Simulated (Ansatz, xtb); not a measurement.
**Redistribution: C2H3ClF2 + C2H3F → CClF3 + C3H6**

Species: C2H3ClF2 (1-chloro-1,1-difluoroethane) `CC(F)(F)Cl`, singlet; C2H3F `C=CF`, singlet; CClF3 `FC(F)(F)Cl`, singlet; C3H6 (propene) `C=CC`, singlet. The partners trade CH3 for F; both sit on C, so the bond types are kept.

Shapes, held fixed at every level: PBE0-D4/def2-TZVP. Programs: Ansatz 0.2.0, xtb 6.7.1. The zero-point and thermal change to 298 K, harmonic and unscaled (PBE0-D4/def2-TZVP), is -0.2 kJ/mol.

```json
{"level": "GFN1-xTB", "kind": "semi-empirical", "ΔH(298 K) (kJ/mol)": "+5.6", "less CCSD(T)/CBS estimate": "+14.9"}
{"level": "HF/def2-SVP", "kind": "Hartree–Fock", "ΔH(298 K) (kJ/mol)": "-22.0", "less CCSD(T)/CBS estimate": "-12.7"}
{"level": "HF/def2-TZVPP", "kind": "Hartree–Fock", "ΔH(298 K) (kJ/mol)": "-15.8", "less CCSD(T)/CBS estimate": "-6.5"}
{"level": "PBE-D4/def2-TZVPP", "kind": "GGA", "ΔH(298 K) (kJ/mol)": "-9.0", "less CCSD(T)/CBS estimate": "+0.3"}
{"level": "r2SCAN-D4/def2-TZVPP", "kind": "meta-GGA", "ΔH(298 K) (kJ/mol)": "-11.1", "less CCSD(T)/CBS estimate": "-1.8"}
{"level": "B3LYP-D4/def2-TZVPP", "kind": "global hybrid", "ΔH(298 K) (kJ/mol)": "-7.2", "less CCSD(T)/CBS estimate": "+2.1"}
{"level": "wB97M-V/def2-TZVPP", "kind": "range-separated hybrid", "ΔH(298 K) (kJ/mol)": "-10.7", "less CCSD(T)/CBS estimate": "-1.4"}
{"level": "CCSD(T)/CBS estimate", "kind": "coupled cluster or CI", "ΔH(298 K) (kJ/mol)": "-9.3", "less CCSD(T)/CBS estimate": "0.0"}
```

The highest level, CCSD(T)/CBS estimate, gives ΔH(298 K) = -9.3 kJ/mol; the levels span -22.0 to +5.6. They disagree on the sign: 1 of 8 are positive. The column of differences is taken from that level and isn't an error. No measured value is set beside it here. The CBS estimate extrapolates MP2 from def2-TZVPP and def2-QZVPP and adds CCSD(T) − MP2 in the triple-zeta set, cores frozen.

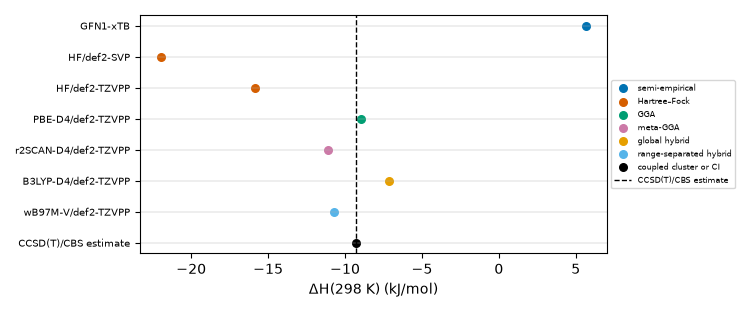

The values of the table, level by level.
